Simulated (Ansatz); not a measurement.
**Pressure series in hypothetical zinc blende YP**

Consider YP in the zinc blende structure (space group F-43m, No. 216; a hypothetical phase, not in the database extracts checked).

```
CELL_PARAMETERS angstrom
      0.00000     3.14492     3.14492
      3.14492     0.00000     3.14492
      3.14492     3.14492     0.00000
ATOMIC_POSITIONS crystal
  P  0.25000 0.25000 0.25000
  Y  0.00000 0.00000 0.00000
```

Cell and atoms are relaxed at each pressure.

Levels (all Ansatz, a first-principles code, PAW): PBE (420 eV, no SOC); r2SCAN (500 eV, no spin-orbit coupling).

The base cell above is that of PBE; each level relaxes its own structures.

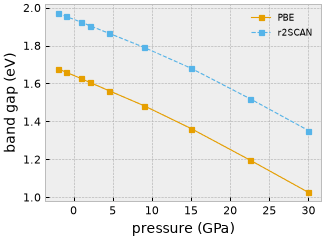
Figure: Band gap under two levels

Q: How do the two levels compare along the series?

A: PBE lies below r2SCAN in every row, by 0.29 eV to 0.33 eV. They put the cases in the same order.

Load acts through the strain it causes; cell and atoms are relaxed under it. No phonon test of stability was made. No other phases were tried under pressure.
